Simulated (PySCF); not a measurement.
# One shape, several levels: SiH4O (SMILES [H][Si]([H])([H])O)

Aim: a comparison of 6 runs (B3LYP/STO-6G, PBE/STO-6G, wB97X-V/STO-6G, MP2/STO-6G, CCSDT(Q)/STO-6G, CCSDTQ/STO-6G) of SiH4O. 

Program for the calculation: PySCF 2.14.0.

2 further runs of the same task are left out: 2 set aside as unsound or not needed.

**1. Starting point**

The species is SiH4O (6 atoms), meant as a singlet with charge 0. As SMILES, `[H][Si]([H])([H])O`. The O2–H3 distance was set to 1.715 Å, away from the relaxed value. At this shape a bond of the SMILES string is far longer than usual.

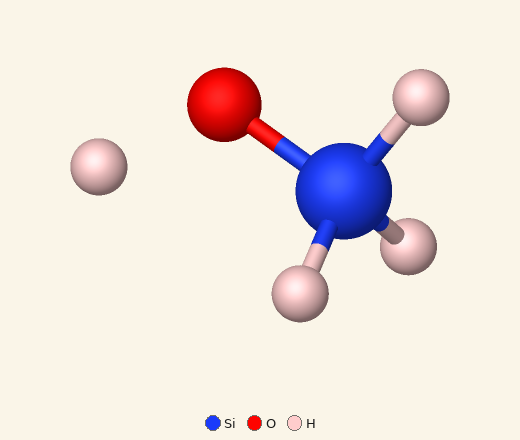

The structure, seen from a chosen angle (silicon blue, oxygen red, hydrogen pink).

**2. The energy at B3LYP/STO-6G (run 1)**

The input, calc.py:

```python
from pyscf import gto, dft

mol = gto.M(
    atom=[
    ('Si', (-0.369448, -0.685286, -0.808039)),
    ('O', (-0.369048, -0.662226, 0.817001)),
    ('H', (0.327320, 0.620940, 1.717260)),
    ('H', (1.003642, -0.683086, -1.316979)),
    ('H', (-1.069888, 0.488064, -1.333319)),
    ('H', (-1.070108, -1.929986, -1.076559)),
],
    charge=0,
    spin=0,
    verbose=4,
    basis='sto-6g',
    max_memory=1860,
)

calc0 = dft.RKS(mol)
calc0.xc = 'b3lyp'
calc0.conv_tol = 1e-10
calc0.grids.level = 5
calc0.kernel()
if not calc0.converged:
    calc0 = calc0.newton().run(calc0.mo_coeff, calc0.mo_occ)

energy = calc0.e_tot
print(f'total energy: {energy:.8f} hartree')
```

Run with:

```bash
OMP_NUM_THREADS=1 python calc.py
```

Standard output:

```text
PySCF version 2.14.0

[INPUT] num. atoms = 6
[INPUT] num. electrons = 26
[INPUT] charge = 0
[INPUT] spin (= nelec alpha-beta = 2S) = 0
[INPUT] symmetry False subgroup None
[INPUT] Mole.unit = angstrom
[INPUT] Symbol           X                Y                Z      unit          X                Y                Z       unit  Magmom
[INPUT]  1 Si    -0.369448000000  -0.685286000000  -0.808039000000 AA   -0.698155537268  -1.295002856999  -1.526972407967 Bohr   0.0
[INPUT]  2 O     -0.369048000000  -0.662226000000   0.817001000000 AA   -0.697399646818  -1.251425772566   1.543908133496 Bohr   0.0
[INPUT]  3 H      0.327320000000   0.620940000000   1.717260000000 AA    0.618545155093   1.173406539787   3.245151084671 Bohr   0.0
[INPUT]  4 H      1.003642000000  -0.683086000000  -1.316979000000 AA    1.896608507111  -1.290845459525  -2.488729621804 Bohr   0.0
[INPUT]  5 H     -1.069888000000   0.488064000000  -1.333319000000 AA   -2.021795303959   0.922307291260  -2.519607746679 Bohr   0.0
[INPUT]  6 H     -1.070108000000  -1.929986000000  -1.076559000000 AA   -2.022211043706  -3.647144964245  -2.034401666936 Bohr   0.0

nuclear repulsion = 62.8996662251237
number of shells = 12
number of NR pGTOs = 108
number of NR cGTOs = 18
basis = sto-6g
ecp = {}

******** <class 'pyscf.dft.rks.RKS'> ********
method = RKS
initial guess = minao
damping factor = 0
level_shift factor = 0
DIIS = <class 'pyscf.scf.diis.CDIIS'>
diis_start_cycle = 1
diis_space = 8
diis_damp = 0
SCF conv_tol = 1e-10
SCF conv_tol_grad = None
SCF max_cycles = 50
direct_scf = True
direct_scf_tol = 1e-13
XC library pyscf.dft.libxc version 7.0.0
    S. Lehtola, C. Steigemann, M. J.T. Oliveira, and M. A.L. Marques.,  SoftwareX 7, 1–5 (2018)
XC functionals = b3lyp
    P. J. Stephens, F. J. Devlin, C. F. Chabalowski, and M. J. Frisch.,  J. Phys. Chem. 98, 11623 (1994)
radial grids:
    Treutler-Ahlrichs [JCP 102, 346 (1995); DOI:10.1063/1.469408] (M4) radial grids

becke partition: Becke, JCP 88, 2547 (1988); DOI:10.1063/1.454033
pruning grids: <function nwchem_prune>
grids dens level: 5
symmetrized grids: False
atomic radii adjust function: <function treutler_atomic_radii_adjust>
small_rho_cutoff = 0
Set gradient conv threshold to 1e-05
Initial guess from minao.
tot grids = 180696
init E= -365.368929654243
  HOMO = -0.32180274819994  LUMO = -0.131812179223589  gap/eV = 5.16991
cycle= 1 E= -365.293562184507  delta_E= 0.0754  |g|= 0.719  |ddm|= 2.61
  HOMO = 0.192476300294557  LUMO = 0.228336622621365  gap/eV = 0.97581
cycle= 2 E= -364.31857026022  delta_E= 0.975  |g|=  1.7  |ddm|= 3.58
  HOMO = -0.108694663840701  LUMO = -0.0071275772128091  gap/eV = 2.76378
cycle= 3 E= -365.530761435123  delta_E= -1.21  |g|= 0.327  |ddm|= 2.44
  HOMO = -0.138980861225661  LUMO = 0.0158245488475239  gap/eV = 4.21247
cycle= 4 E= -365.578985480152  delta_E= -0.0482  |g|= 0.0433  |ddm|= 0.572
  HOMO = -0.142530337702393  LUMO = 0.00185025695995605  gap/eV = 3.92880
cycle= 5 E= -365.579316281669  delta_E= -0.000331  |g|= 0.0445  |ddm|= 0.145
  HOMO = -0.147059982555287  LUMO = -5.50012293608071e-05  gap/eV = 4.00021
cycle= 6 E= -365.579978657009  delta_E= -0.000662  |g|= 0.0199  |ddm|= 0.0371
  HOMO = -0.148399038813135  LUMO = 0.000826235343663051  gap/eV = 4.06063
cycle= 7 E= -365.580147150558  delta_E= -0.000168  |g|= 0.00422  |ddm|= 0.0245
  HOMO = -0.148850903010296  LUMO = 0.000835530979581167  gap/eV = 4.07318
cycle= 8 E= -365.580154689464  delta_E= -7.54e-06  |g|= 0.000607  |ddm|= 0.00529
  HOMO = -0.148908703429706  LUMO = 0.000841996673175971  gap/eV = 4.07492
cycle= 9 E= -365.580154846752  delta_E= -1.57e-07  |g|= 6.96e-05  |ddm|= 0.000799
  HOMO = -0.148918167392004  LUMO = 0.000841026030468928  gap/eV = 4.07516
cycle= 10 E= -365.580154848705  delta_E= -1.95e-09  |g|= 9.21e-06  |ddm|= 8.11e-05
  HOMO = -0.148919223821576  LUMO = 0.000841158586047441  gap/eV = 4.07519
cycle= 11 E= -365.580154848741  delta_E= -3.57e-11  |g|= 2.16e-07  |ddm|= 1.28e-05
  HOMO = -0.1489193484685  LUMO = 0.00084112672817821  gap/eV = 4.07519
Extra cycle  E= -365.580154848741  delta_E= -1.14e-13  |g|= 5.31e-07  |ddm|= 9.61e-07
converged SCF energy = -365.580154848741
total energy: -365.58015485 hartree
```

It took 5.7 s on 1 thread of Arm Neoverse V1, shared host; peak memory 0.2 GiB.

**3. A single-point energy at PBE/STO-6G (run 2)**

The input, calc.py:

```python
from pyscf import gto, dft

molecule = gto.Mole()
molecule.atom = '''
Si      -0.369448      -0.685286      -0.808039
O       -0.369048      -0.662226       0.817001
H        0.327320       0.620940       1.717260
H        1.003642      -0.683086      -1.316979
H       -1.069888       0.488064      -1.333319
H       -1.070108      -1.929986      -1.076559
'''
molecule.max_memory = 1860
molecule.basis = 'sto-6g'
molecule.verbose = 3
molecule.build()

calc0 = dft.RKS(molecule, xc='pbe')
calc0.grids.level = 5
calc0.conv_tol = 1e-10
calc0.kernel()
if not calc0.converged:
    calc0 = calc0.newton().run(calc0.mo_coeff, calc0.mo_occ)

e_final = calc0.e_tot
print(f'total energy: {e_final:.8f} hartree')
```

Run with:

```bash
OMP_NUM_THREADS=1 python calc.py
```

Standard output:

```text
converged SCF energy = -365.332970038813
total energy: -365.33297004 hartree
```

It took 5.1 s on 1 thread of Arm Neoverse V1, shared host; peak memory 0.2 GiB.

**4. A single-point energy at wB97X-V/STO-6G (run 3)**

The input, input.py:

```python
from pyscf import gto, dft

mol = gto.M(
    atom='''
Si      -0.369448      -0.685286      -0.808039
O       -0.369048      -0.662226       0.817001
H        0.327320       0.620940       1.717260
H        1.003642      -0.683086      -1.316979
H       -1.069888       0.488064      -1.333319
H       -1.070108      -1.929986      -1.076559
''',
    basis='sto-6g',
    max_memory=1860,
    spin=0,
    verbose=4,
)

calc0 = dft.RKS(mol)
calc0.xc = 'wb97x-v'
calc0.grids.level = 5
calc0.nlcgrids.level = 1
calc0.conv_tol = 1e-10
calc0.kernel()
if not calc0.converged:
    calc0 = calc0.newton().run(calc0.mo_coeff, calc0.mo_occ)

etot = calc0.e_tot
print(f'total energy: {etot:.8f} hartree')
```

Run with:

```bash
OMP_NUM_THREADS=1 python input.py
```

Standard output:

```text
PySCF version 2.14.0

[... 85 lines left out ...]
converged SCF energy = -365.49398373806
total energy: -365.49398374 hartree
```

Run time: 26 s. Hardware: 1 thread of Arm Neoverse V1, shared host; peak memory 0.2 GiB.

Runs 4 to 5 aren't shown in full; the table further down has their settings and results.

**5. The energy at CCSDTQ/STO-6G (run 6)**

The input, input.py:

```python
from pyscf import gto, cc

molecule = gto.M(
    atom='''
Si  -0.369448  -0.685286  -0.808039
O   -0.369048  -0.662226   0.817001
H    0.327320   0.620940   1.717260
H    1.003642  -0.683086  -1.316979
H   -1.069888   0.488064  -1.333319
H   -1.070108  -1.929986  -1.076559
''',
    max_memory=1860,
    spin=0,
    verbose=3,
    basis='sto-6g',
)

mf = molecule.RHF()
mf.conv_tol = 1e-10
mf.kernel()
if not mf.converged:
    mf = mf.newton().run(mf.mo_coeff, mf.mo_occ)

mycc = cc.CCSDTQ(mf, frozen=6)
mycc.kernel()
e_tot = mycc.e_tot
print('Final energy', e_tot)
```

Run with:

```bash
OMP_NUM_THREADS=1 python input.py
```

Standard output:

```text
converged SCF energy = -364.559992524713
_make_eris_incore_RCCSDTQ
RCCSDTQ converged
E(RCCSDTQ) = -364.7563935274028   E_corr = -0.1964010026902394
E_corr(same-spin) = -0.0069052403995658
E_corr(oppo-spin) = -0.189495762290674
Final energy -364.75639352740285
```

Run time: 20 s. Hardware: 1 thread of Arm Neoverse V1, shared host; peak memory 0.14 GiB.

**6. The series**

```
run            level  nlc grid  integration grid  energy (Eh)  dipole moment (D) of the reference  HOMO energy (eV)  LUMO energy (eV)  wall time
  1     B3LYP/STO-6G         –                 5  -365.580155                                0.89             -4.05              0.02      5.7 s
  2       PBE/STO-6G         –                 5  -365.332970                                0.76             -2.28             -0.87      5.1 s
  3   wB97X-V/STO-6G         1                 5  -365.493984                                0.94             -6.80              2.83       26 s
  4       MP2/STO-6G         –                 –  -364.690197                                1.27             -8.28              5.18     0.95 s
  5  CCSDT(Q)/STO-6G         –                 –  -364.756341                                1.27             -8.28              5.18      2.1 s
  6    CCSDTQ/STO-6G         –                 –  -364.756394                                1.27             -8.28              5.18       20 s
```

**7. What came out**

```
                                          quantity          value
                               run 6: total energy  -364.75639 Eh
       run 6: dipole moment (Hartree–Fock density)         1.27 D
        run 6: HOMO energy (Hartree–Fock orbitals)       -8.28 eV
        run 6: LUMO energy (Hartree–Fock orbitals)        5.18 eV
      run 6: HOMO–LUMO gap (Hartree–Fock orbitals)       13.46 eV
run 6: correlation energy (6 core orbitals frozen)     -196.4 mEh
                              run 6: T1 diagnostic          0.023
```

**Reading.** Over runs 1, 2, 3 the dipole moment (its size) runs from 0.76 D (PBE/STO-6G) to 0.94 D (wB97X-V/STO-6G). Over runs 1, 2, 3 the HOMO–LUMO gap runs from 1.40 eV (PBE/STO-6G) to 9.62 eV (wB97X-V/STO-6G). Totals of different functionals can't be ranked against each other. In runs 1, 2, 3, 4, 5, 6 the basis is minimal, so the values are rough. In runs 1, 2, 3, 4 a closed-shell determinant meets a far-stretched bond, which it describes badly. All runs together took 61 s, the longest 26 s.
